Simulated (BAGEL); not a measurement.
# One shape, several levels: triplet C2H5BO

Wanted: a comparison of 3 runs (UHF/3-21G, ROHF/6-31G*, ROHF/6-311+G**) of triplet C2H5BO. 

The calculation is run with BAGEL 1.2.2.

## 1. The structure to begin with

The species is C2H5BO (9 atoms), meant as a triplet with charge 0. SMILES of the parent species: `B/C=C/O`. The shape is that of a PBE0-D4/def2-TZVP optimisation. That shape belongs to the parent species and isn't relaxed for this state.

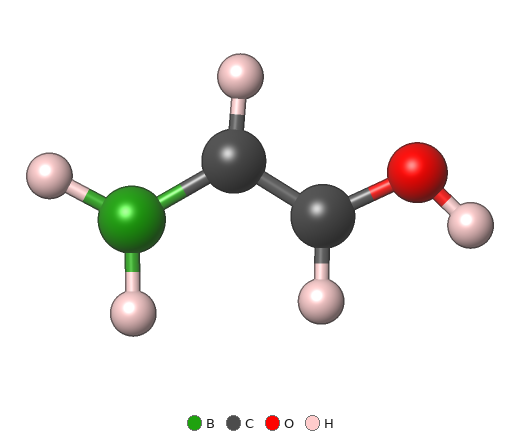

The structure, seen from a chosen angle (boron green, carbon dark grey, oxygen red, hydrogen pink).

## 2. A single-point energy at UHF/3-21G (density fitting with qzvpp-jkfit) (run 1)

File input.json:

```json
{ "bagel" : [

{
  "title" : "molecule",
  "basis" : "3-21g",
  "df_basis" : "qzvpp-jkfit",
  "angstrom" : true,
  "geometry" : [
    { "atom" : "B", "xyz" : [   -0.282800,    0.909000,   -1.314600 ] },
    { "atom" : "C", "xyz" : [    0.540200,    0.034200,   -0.399500 ] },
    { "atom" : "C", "xyz" : [   -0.034800,   -0.431600,    0.724200 ] },
    { "atom" : "O", "xyz" : [    0.600200,   -1.212400,    1.603600 ] },
    { "atom" : "H", "xyz" : [    0.160100,    1.360100,   -2.331100 ] },
    { "atom" : "H", "xyz" : [   -1.418300,    1.160500,   -1.013000 ] },
    { "atom" : "H", "xyz" : [    1.573400,   -0.248500,   -0.585700 ] },
    { "atom" : "H", "xyz" : [   -1.067600,   -0.181900,    0.964200 ] },
    { "atom" : "H", "xyz" : [    0.018100,   -1.435700,    2.334900 ] }
  ]
},
{
  "title" : "uhf",
  "nopen" : 2
},
{
  "title" : "print",
  "file" : "orbitals.molden",
  "orbitals" : true
}

]}
```

Command:

```
$ BAGEL_NUM_THREADS=1 BAGEL input.json > input.out
```

The log of the run:

```text
* using 1 threads per process

  ===============================================================
  ===============================================================

  *** Geometry ***

  { "atom" : "B", "xyz" : [     -0.534415,      1.717761,     -2.484234 ] },
  { "atom" : "C", "xyz" : [      1.020830,      0.064629,     -0.754946 ] },
  { "atom" : "C", "xyz" : [     -0.065762,     -0.815606,      1.368540 ] },
  { "atom" : "O", "xyz" : [      1.134214,     -2.291104,      3.030365 ] },
  { "atom" : "H", "xyz" : [      0.302545,      2.570217,     -4.405141 ] },
  { "atom" : "H", "xyz" : [     -2.680199,      2.193027,     -1.914293 ] },
  { "atom" : "H", "xyz" : [      2.973295,     -0.469597,     -1.106813 ] },
  { "atom" : "H", "xyz" : [     -2.017472,     -0.343741,      1.822074 ] },
  { "atom" : "H", "xyz" : [      0.034204,     -2.713080,      4.412322 ] },

  Number of auxiliary basis functions:      392

  Since a DF basis is specified, we compute 2- and 3-index integrals:
    o Being stored without compression. Storage requirement is 0.007 GB

  Number of basis functions:       46
  Number of electrons      :       30

    * METHOD: MOLECULE                             0.11

  *** Open-shell HF ***

  === Nuclear Repulsion ===
   101.8530822431

      * DIIS with orbital gradients will be used.

  === UHF iteration (3-21g) ===
      0       -176.94770564          0.03954574           0.03
      1       -177.02572084          0.01748141           0.03
      2       -177.03717349          0.01050943           0.03
      3       -177.04175270          0.00185728           0.03
      4       -177.04334126          0.00109918           0.04
      5       -177.04406042          0.00069664           0.03
      6       -177.04451781          0.00028097           0.03
      7       -177.04456928          0.00013186           0.03
      8       -177.04457954          0.00002060           0.03
      9       -177.04458011          0.00001096           0.03
     10       -177.04458028          0.00000732           0.03
     11       -177.04458039          0.00000388           0.03
     12       -177.04458042          0.00000180           0.03
     13       -177.04458042          0.00000052           0.03
     14       -177.04458042          0.00000021           0.03
     15       -177.04458042          0.00000006           0.03
     16       -177.04458042          0.00000003           0.03
     17       -177.04458042          0.00000001           0.03
     18       -177.04458042          0.00000001           0.04
    * SCF iteration converged.

    * S^2 (UHF) is 2.0125

    * Permanent dipole moment:
           (    0.227641,     0.513202,    -0.983162) a.u.

    * METHOD: UHF                                  0.71

    * METHOD: PRINT                                0.01

  ===============================================================
```

It took 0.95 s on 1 thread of Arm Neoverse V1, shared host.

## 3. The energy at ROHF/6-31G(d) (density fitting with qzvpp-jkfit, spherical functions) (run 2)

File input.json:

```json
{ "bagel": [

{
  "title": "molecule",
  "basis": "6-31gs.json",
  "df_basis": "qzvpp-jkfit",
  "angstrom": true,
  "geometry": [
    { "atom": "B", "xyz": [   -0.282800,    0.909000,   -1.314600 ] },
    { "atom": "C", "xyz": [    0.540200,    0.034200,   -0.399500 ] },
    { "atom": "C", "xyz": [   -0.034800,   -0.431600,    0.724200 ] },
    { "atom": "O", "xyz": [    0.600200,   -1.212400,    1.603600 ] },
    { "atom": "H", "xyz": [    0.160100,    1.360100,   -2.331100 ] },
    { "atom": "H", "xyz": [   -1.418300,    1.160500,   -1.013000 ] },
    { "atom": "H", "xyz": [    1.573400,   -0.248500,   -0.585700 ] },
    { "atom": "H", "xyz": [   -1.067600,   -0.181900,    0.964200 ] },
    { "atom": "H", "xyz": [    0.018100,   -1.435700,    2.334900 ] }
  ]
},
{
  "title": "rohf",
  "nopen": 2
},
{
  "title": "print",
  "file": "orbitals.molden",
  "orbitals": true
}

]}
```

The basis set 6-31G* is read from a file made from the Basis Set Exchange's data (not shown).

Command:

```
$ BAGEL_NUM_THREADS=1 BAGEL input.json > input.out
```

The log of the run:

```text
* using 1 threads per process

  ===============================================================
  ===============================================================

  *** Geometry ***

  { "atom" : "B", "xyz" : [     -0.534415,      1.717761,     -2.484234 ] },
  { "atom" : "C", "xyz" : [      1.020830,      0.064629,     -0.754946 ] },
  { "atom" : "C", "xyz" : [     -0.065762,     -0.815606,      1.368540 ] },
  { "atom" : "O", "xyz" : [      1.134214,     -2.291104,      3.030365 ] },
  { "atom" : "H", "xyz" : [      0.302545,      2.570217,     -4.405141 ] },
  { "atom" : "H", "xyz" : [     -2.680199,      2.193027,     -1.914293 ] },
  { "atom" : "H", "xyz" : [      2.973295,     -0.469597,     -1.106813 ] },
  { "atom" : "H", "xyz" : [     -2.017472,     -0.343741,      1.822074 ] },
  { "atom" : "H", "xyz" : [      0.034204,     -2.713080,      4.412322 ] },

  Number of auxiliary basis functions:      392

  Since a DF basis is specified, we compute 2- and 3-index integrals:
    o Being stored without compression. Storage requirement is 0.014 GB

  Number of basis functions:       66
  Number of electrons      :       30

    * METHOD: MOLECULE                             0.14

  *** Open-shell HF ***

  === Nuclear Repulsion ===
   101.8530822431

      * DIIS with orbital gradients will be used.

  === ROHF iteration (6-31gs.json) ===
      0       -177.89613579          0.03750760           0.05
      1       -178.00071984          0.01857063           0.05
      2       -178.01924899          0.01187089           0.05
      3       -178.03048884          0.00161695           0.05
      4       -178.03179334          0.00087334           0.05
      5       -178.03237690          0.00057878           0.05
      6       -178.03282394          0.00018472           0.05
      7       -178.03290534          0.00012108           0.05
      8       -178.03291700          0.00003949           0.05
      9       -178.03292390          0.00001805           0.05
     10       -178.03292114          0.00000697           0.05
     11       -178.03292146          0.00000292           0.05
     12       -178.03292107          0.00000084           0.05
     13       -178.03292101          0.00000032           0.05
     14       -178.03292101          0.00000013           0.05
     15       -178.03292101          0.00000006           0.05
     16       -178.03292101          0.00000003           0.05
     17       -178.03292101          0.00000001           0.05
     18       -178.03292101          0.00000000           0.05
    * SCF iteration converged.

    * S^2 (ROHF) is 2.0000

    * Permanent dipole moment:
           (    0.179019,     0.518229,    -0.960838) a.u.

    * METHOD: ROHF                                 1.08

    * METHOD: PRINT                                0.01

  ===============================================================
```

Wall time 1.4 s (1 thread of Arm Neoverse V1, shared host).

## 4. The energy at ROHF/6-311+G(d,p) (density fitting with qzvpp-jkfit) (run 3)

input.json: that of step 3 with these lines changed.

```diff
@@ -4,5 +4,5 @@
   "title": "molecule",
-  "basis": "6-31gs.json",
+  "basis": "6-311+gss.json",
   "df_basis": "qzvpp-jkfit",
-  "angstrom": true,
+  "angstrom": "true",
   "geometry": [
@@ -26,3 +26,3 @@
   "file": "orbitals.molden",
-  "orbitals": true
+  "orbitals": "true"
 }
```

The basis set 6-311+G** is read from a file made from the Basis Set Exchange's data (not shown).

Command:

```
$ BAGEL_NUM_THREADS=1 BAGEL input.json > input.out
```

The log of the run:

```text
* using 1 threads per process

  ===============================================================
  ===============================================================

  *** Geometry ***

  { "atom" : "B", "xyz" : [     -0.534415,      1.717761,     -2.484234 ] },
  { "atom" : "C", "xyz" : [      1.020830,      0.064629,     -0.754946 ] },
  { "atom" : "C", "xyz" : [     -0.065762,     -0.815606,      1.368540 ] },
  { "atom" : "O", "xyz" : [      1.134214,     -2.291104,      3.030365 ] },
  { "atom" : "H", "xyz" : [      0.302545,      2.570217,     -4.405141 ] },
  { "atom" : "H", "xyz" : [     -2.680199,      2.193027,     -1.914293 ] },
  { "atom" : "H", "xyz" : [      2.973295,     -0.469597,     -1.106813 ] },
  { "atom" : "H", "xyz" : [     -2.017472,     -0.343741,      1.822074 ] },
  { "atom" : "H", "xyz" : [      0.034204,     -2.713080,      4.412322 ] },

  Number of auxiliary basis functions:      392

  Since a DF basis is specified, we compute 2- and 3-index integrals:
    o Being stored without compression. Storage requirement is 0.044 GB

  Number of basis functions:      118
  Number of electrons      :       30

    * METHOD: MOLECULE                             0.20

  *** Open-shell HF ***

  === Nuclear Repulsion ===
   101.8530822431

      * DIIS with orbital gradients will be used.

  === ROHF iteration (6-311+gss.json) ===
      0       -177.48346760          0.06105900           0.11
      1       -177.58471028          0.06565646           0.11
      2       -177.92433875          0.03990283           0.11
      3       -178.08149600          0.00474301           0.12
      4       -178.08711166          0.00295548           0.11
      5       -178.08973273          0.00125478           0.12
      6       -178.09117269          0.00062813           0.11
      7       -178.09163728          0.00022413           0.11
      8       -178.09175515          0.00012081           0.12
      9       -178.09178416          0.00008019           0.11
     10       -178.09179344          0.00003672           0.11
     11       -178.09180010          0.00001466           0.11
     12       -178.09179900          0.00000492           0.11
     13       -178.09179917          0.00000220           0.12
     14       -178.09179919          0.00000077           0.12
     15       -178.09179917          0.00000025           0.12
     16       -178.09179918          0.00000010           0.11
     17       -178.09179918          0.00000003           0.12
     18       -178.09179918          0.00000001           0.12
    * SCF iteration converged.

    * S^2 (ROHF) is 2.0000

    * Permanent dipole moment:
           (    0.236794,     0.491801,    -0.953883) a.u.

    * METHOD: ROHF                                 2.34

    * METHOD: PRINT                                0.04

  ===============================================================
```

Run time: 2.7 s. Hardware: 1 thread of Arm Neoverse V1, shared host; peak memory 0.13 GiB.

## 5. The series

```
run                                                                level  energy (Eh)  dipole moment (D)   ⟨S²⟩  wall time
  1                         UHF/3-21G (density fitting with qzvpp-jkfit)  -177.044580               2.88  2.013     0.95 s
  2  ROHF/6-31G* (density fitting with qzvpp-jkfit, spherical functions)  -178.032921               2.81  2.000      1.4 s
  3                    ROHF/6-311+G** (density fitting with qzvpp-jkfit)  -178.091799               2.79  2.000      2.7 s
```

## 6. Outcome

| quantity | value |
| --- | --- |
| run 3: total energy | -178.09180 Eh |
| run 3: dipole moment | 2.79 D |
| run 3: ⟨S²⟩ | 2.000 |

In words: The dipole moment (its size) runs from 2.79 D (ROHF/6-311+G**) to 2.88 D (UHF/3-21G). The two ends differ in method and basis. All runs together took 5 s, the longest 2.7 s.
